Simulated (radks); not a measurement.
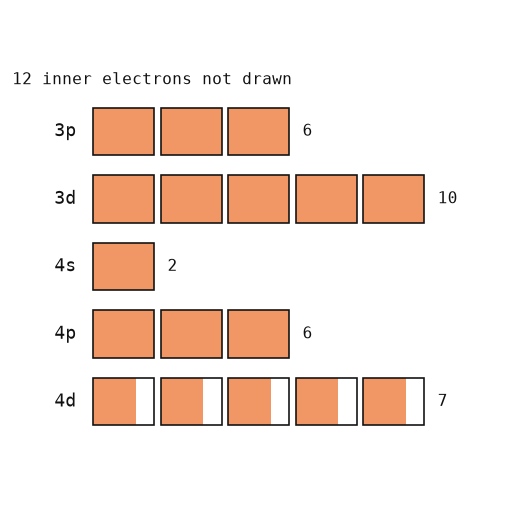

The outer shells as the input fills them: a box for each of the 2l + 1 orbitals, shaded by the share of the shell that is filled, with the electron count at the right.

Run report: Ru⁺, atomic calculation

- system: the ruthenium ion Ru⁺ in the configuration [Kr] 4d7 (4d3/2: 4, 4d5/2: 3).
- method: Dirac Kohn-Sham, PBE, spin-unpolarised, spherical densities, point nucleus (the in-house radial solver radks)

Log:
```
1s1/2   1   2.0000        -806.03793559
2s1/2   1   2.0000        -116.08969741
2p1/2   1   2.0000        -107.28555361
2p3/2   1   4.0000        -102.47407953
3s1/2   1   2.0000         -20.66296135
3p1/2   1   2.0000         -17.24783261
3p3/2   1   4.0000         -16.43152384
3d3/2   1   4.0000         -10.38836955
3d5/2   1   6.0000         -10.22934948
4s1/2   1   2.0000          -3.07421511
4p1/2   1   2.0000          -2.06055841
4p3/2   1   4.0000          -1.93680346
4d3/2   1   4.0000          -0.46653105
4d5/2   1   3.0000          -0.45435955
Etot -4531.2865579788395
Ekin 4715.430524623567
Encl -10950.607806164047
Eh 1837.3955475920948
Exc -133.50482403045453
err 6.12483595581852e-09
it 14
```

Input file:
```
Z 44
configuration [Kr] 4d7
relativity Dirac
functional pbe,pbe
spin unpolarised
j_filling energy
nucleus point
c 137.035999084
mesh_step 0.03
max_iterations 60
```

Energies in input and log are in hartree, lengths in bohr.

Launched within a batch (the task file carries these settings):
```bash
python <driver script> task.json out
```

What the run reported:

- outcome: converged
- total energy: −4531.2866 hartree
- kinetic energy: 4715.4305 hartree
- electron–nucleus energy: −10950.6078 hartree
- Hartree energy: 1837.3955 hartree
- exchange–correlation energy: −133.504824 hartree
- radius at density 0.001 e/bohr³: 3.83 bohr
- SCF iterations: 14
- hardware: 1 thread of Arm Neoverse V1, 23 GiB of memory available, shared host

What is odd here:

A numerical setting was moved from its usual value: mesh step h = 0.03. The program ran to the end, and its total energy equals that of the same run with the usual input (−4531.28656 hartree) within 10⁻⁵ hartree, so the oddity leaves no trace in it.
